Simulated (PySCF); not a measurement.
C5H6O2: NMR shielding calculation

- system: C5H6O2 (2-pentynoic acid), SMILES CCC#CC(=O)O
- method: GIAO PBE0/pcSseg-1 NMR shielding, non-relativistic, gas phase (PySCF 2.14.0)

The geometry comes from this level: GFN2-xTB, MD frame at 9600 fs, 500 K. Figures and captions count atoms from 1; the log counts them from 0 in places.

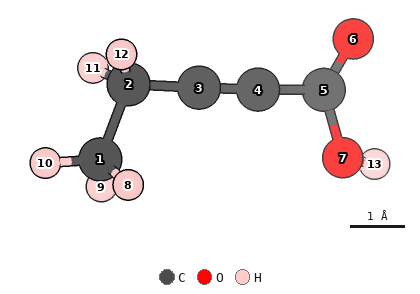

Figure 1. The structure (ball-and-stick view, seen at a tilt; atoms are numbered from 1 in the order of the input).

Summary:

```tsv
quantity	value
outcome	converged
total energy	−344.086671 hartree
HOMO	−7.94 eV
LUMO	−0.86 eV
dipole moment	2.65 D
isotropic shielding, C	33.9 to 169.3 ppm
isotropic shielding, O	−100.8 to 132.9 ppm
isotropic shielding, H	25.8 to 30.0 ppm
hardware	1 CPU thread, shared host
wall time	14 s
peak memory	0.8 GiB
```

Input:
```
{"job": {"kind": "nmr", "xc": "PBE0", "basis": "pcSseg-1", "pop": false}, "charge": 0, "multiplicity": 1}
C      8.612424    -1.393650     0.865787
C      7.717517    -0.866111    -0.238216
C      8.512911    -0.014041    -1.098912
C      9.127700     0.741901    -1.770109
C      9.968872     1.389512    -2.829063
O      9.578662     1.760753    -3.873780
O     11.265982     1.434521    -2.428414
H      8.787103    -0.563731     1.578875
H      9.497776    -1.911871     0.431282
H      8.123925    -2.106672     1.550327
H      7.646523    -1.853593    -0.823545
H      6.777909    -0.467715     0.165408
H     11.929540     1.569908    -3.123785
```

The first line tells a small driver script what to run in PySCF; the rest is the geometry in Å.

Run as:
```bash
OMP_NUM_THREADS=1 python <driver script> task.json out
```

The program's output:
```
coarse grid: 11328 points
cycle   1  E = -343.8536510113  dE =  1.158e+00  |g| = 9.467e-01  |ddm| = 3.512e+00
cycle   2  E = -343.5728812042  dE =  2.808e-01  |g| = 1.575e+00  |ddm| = 1.984e+00
cycle   3  E = -344.0059027724  dE = -4.330e-01  |g| = 2.938e-01  |ddm| = 1.372e+00
cycle   4  E = -344.0218518878  dE = -1.595e-02  |g| = 8.007e-02  |ddm| = 2.712e-01
cycle   5  E = -344.0228585845  dE = -1.007e-03  |g| = 2.381e-02  |ddm| = 6.892e-02
cycle   6  E = -344.0229831003  dE = -1.245e-04  |g| = 8.016e-03  |ddm| = 3.077e-02
cycle   7  E = -344.0229953081  dE = -1.221e-05  |g| = 3.951e-03  |ddm| = 8.393e-03
cycle   8  E = -344.0229988530  dE = -3.545e-06  |g| = 6.571e-04  |ddm| = 3.051e-03
final grid: 110688 points
cycle   9  E = -344.0866462440  dE = -1.534e-05  |g| = 1.148e-02  |ddm| = 3.668e-02
cycle  10  E = -344.0866066478  dE =  3.960e-05  |g| = 1.871e-02  |ddm| = 2.158e-02
cycle  11  E = -344.0866700957  dE = -6.345e-05  |g| = 2.531e-03  |ddm| = 1.408e-02
cycle  12  E = -344.0866712949  dE = -1.199e-06  |g| = 2.929e-04  |ddm| = 1.762e-03
cycle  13  E = -344.0866713074  dE = -1.248e-08  |g| = 1.203e-04  |ddm| = 2.416e-04
cycle  14  E = -344.0866713103  dE = -2.854e-09  |g| = 3.881e-05  |ddm| = 1.010e-04
cycle  15  E = -344.0866713105  dE = -2.691e-10  |g| = 1.928e-05  |ddm| = 4.205e-05
```

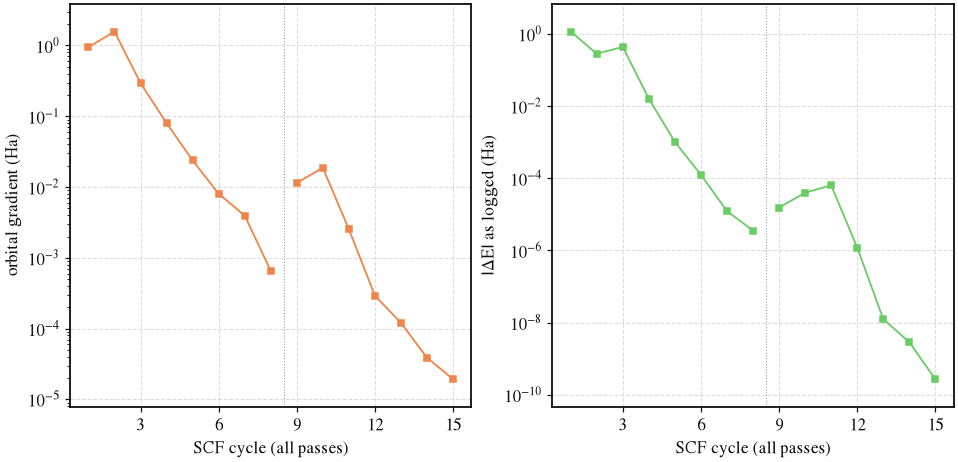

Figure 2. Convergence of the self-consistent field: orbital gradient and size of the energy change against the SCF cycle. The dotted line marks the change from a coarse to the final integration grid. The first 8 cycles use a coarse grid, the final grid takes over at cycle 9, and the field converges after 15 cycles in all.

```
converged SCF energy = -344.0866713105

GIAO shielding tensors (ppm)
atom      isotropic    diamagn.    paramagn.     s11        s22        s33       span
  0 C      165.335     248.580     -83.245    147.433    162.973    185.600     38.167
  1 C      169.327     217.675     -48.349    159.578    165.182    183.219     23.641
  2 C       92.487     275.448    -182.961      3.130     14.811    259.520    256.390
  3 C      106.319     244.941    -138.622     21.517     33.645    263.796    242.279
  4 C       33.903     256.047    -222.144    -72.350     71.007    103.050    175.400
  5 O     -100.823     404.825    -505.648   -333.971   -231.997    263.499    597.470
  6 O      132.942     366.566    -233.624     -9.043    146.403    261.465    270.508
  7 H       29.458      23.285       6.173     25.556     27.734     35.085      9.529
  8 H       29.406      21.418       7.988     25.401     28.128     34.689      9.288
  9 H       30.026      30.071      -0.045     26.283     27.159     36.635     10.352
 10 H       27.197      29.468      -2.270     22.318     26.601     32.673     10.355
 11 H       28.994      35.534      -6.540     23.561     27.776     35.647     12.086
 12 H       25.816      14.091      11.724     19.797     22.542     35.109     15.312
```

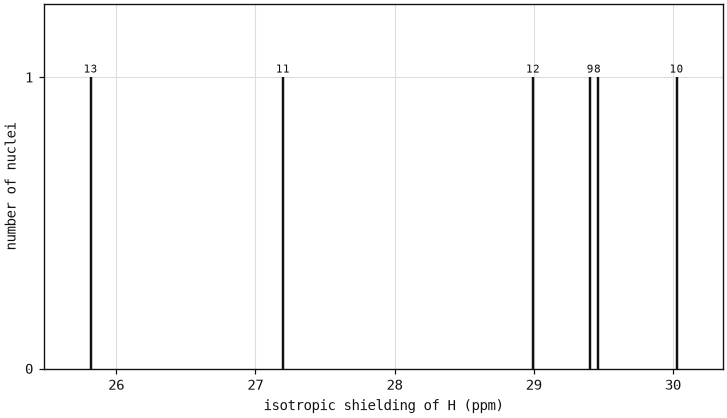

Figure 3. Isotropic shieldings of the hydrogen nuclei in this fixed geometry, labelled by atom number; shielding grows to the right, so chemical shift grows to the left. The least shielded is H13 (25.8 ppm), the most shielded H10 (30.0 ppm).
